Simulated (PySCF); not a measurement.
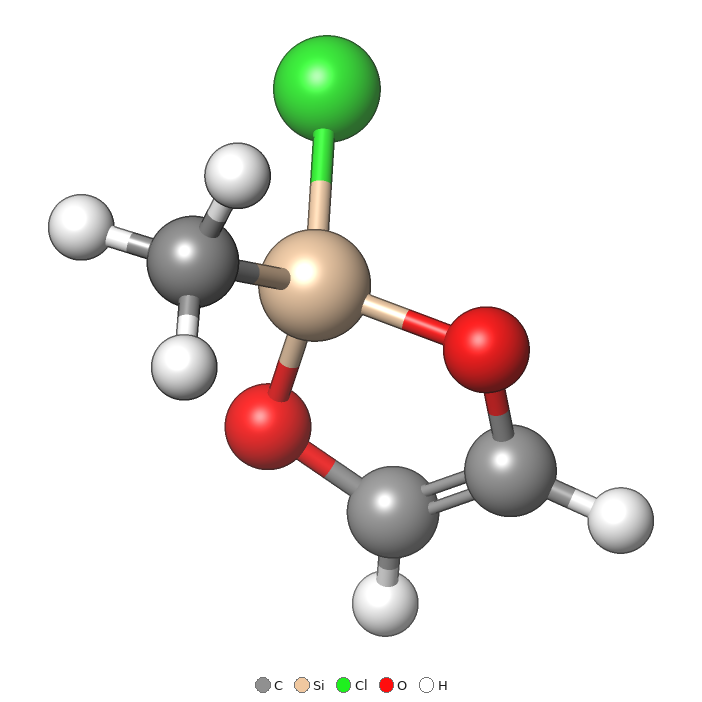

Multiple sticks mark multiple bonds (one Kekulé form).

The geometry was computed by an optimisation with PBE0-D3(BJ)/def2-SVP. No frequency run is at hand to confirm it as a minimum.

Which formula does it have?

Answer. C₃H₅ClO₂Si, 12 atoms: 3 carbon, 5 hydrogen, 1 chlorine, 2 oxygen and 1 silicon.

Name some functional groups or characteristic bonds that it holds.

Answer. Among them: alkene, Si–O bond.

Write the SMILES.

Answer. C[Si]1(Cl)OC=CO1

More results for the same structure follow; atom numbers are the same in all pictures, views and colours differ.

### Spin–spin coupling

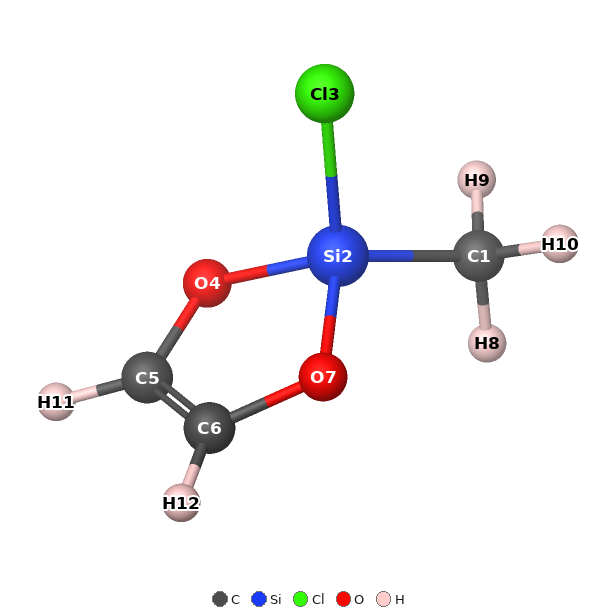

No frequency run is at hand to confirm it as a minimum. Properties computed with B3LYP/6-31G* indirect spin-spin coupling, non-relativistic, gas phase (PySCF 2.14.0). Isotopes: 13C, 1H, 17O, 29Si.

Give the spin–spin coupling constants of these pairs, with the number of bonds between them: C1/Si2, Si2/O4, Si2/H8, Si2/H10, Si2/H12, Si2/H11.

```tsv
pair	bonds apart	J (Hz)
C1, Si2	1	−97.5
Si2, O4	1	−22.1
Si2, H8	2	7.0
Si2, H10	2	6.4
Si2, H12	3	−9.4
Si2, H11	3	−9.4
```

### Quadrupole coupling

No frequency run is at hand to confirm it as a minimum. Electric field gradients from the ground-state density, B3LYP/6-31G* (PySCF 2.14.0), non-relativistic apart from any core potentials.

Give the largest field-gradient component, the quadrupole coupling constant and the asymmetry for 35Cl at Cl3 (Q = −81.7 mb), 17O at O4 (Q = −25.6 mb), 2H at H8 (Q = 2.86 mb), 2H at H9 (Q = 2.86 mb), 2H at H10 (Q = 2.86 mb), 2H at H11 (Q = 2.86 mb).

```tsv
atom	V_zz (a.u.)	e²qQ/h (MHz)	η
Cl3	1.897	−36.4	0.10
O4	1.373	−8.26	0.35
H8	0.284	0.191	0.01
H9	0.283	0.190	0.01
H10	0.283	0.190	0.01
H11	0.292	0.196	0.11
```

### Core levels

No frequency run is at hand to confirm it as a minimum. Method: delta-SCF UKS SCAN, pcX-2 on the ionised atom, pcseg-1 elsewhere, non-relativistic (PySCF 2.14.0).

Give the core-electron binding energies (to vacuum; p and d levels without spin–orbit splitting) of C1 1s, Si2 1s, Si2 2p, Cl3 1s, Cl3 2p, O4 1s, C5 1s.

```csv
atom,level,binding energy (eV)
C1,1s,290.9
Si2,1s,1844.5
Si2,2p,108.9
Cl3,1s,2818.6
Cl3,2p,206.6
O4,1s,538.4
C5,1s,291.8
```

### Electronic properties

No frequency run is at hand to confirm it as a minimum. Properties computed with B3LYP/6-31G*, gas phase (PySCF 2.14.0).

Computed properties:

- dipole moment: 1.90 D
- HOMO energy (Kohn–Sham orbital): −5.87 eV
- LUMO energy (Kohn–Sham orbital): 0.99 eV
- HOMO–LUMO gap: 6.86 eV
